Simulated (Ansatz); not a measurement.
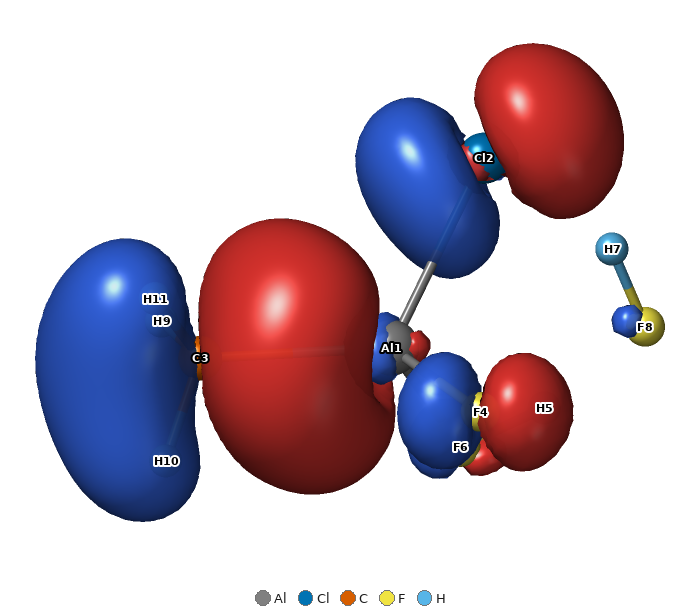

Figure. CH4AlClF2···HF. The HOMO at ±0.08 Å⁻³ᐟ² (red and blue are the two phases), seen at a tilt.

Computed with RKS B3LYP/def2-SVP (Ansatz 0.2.0).

```xyz
11

Al    0.1442   -0.3702    0.4986
Cl   -1.1300    1.3130    1.1907
C    -0.7395   -1.8155   -0.4341
F     1.3653   -0.6075    1.6171
H     1.0992    1.6625   -0.5956
F     1.0857    0.6660   -0.7971
H     0.0985    2.6209    0.4758
F     0.8480    2.8936   -0.0942
H    -1.4247   -1.4486   -1.2165
H    -0.0098   -2.4912   -0.9121
H    -1.3368   -2.4231    0.2674
```

Describe this orbital and give its energy.

It lies mainly on C3 (about 45 %), Al1 (about 20 %) and Cl2 (about 15 %). Its energy is −8.42 eV.
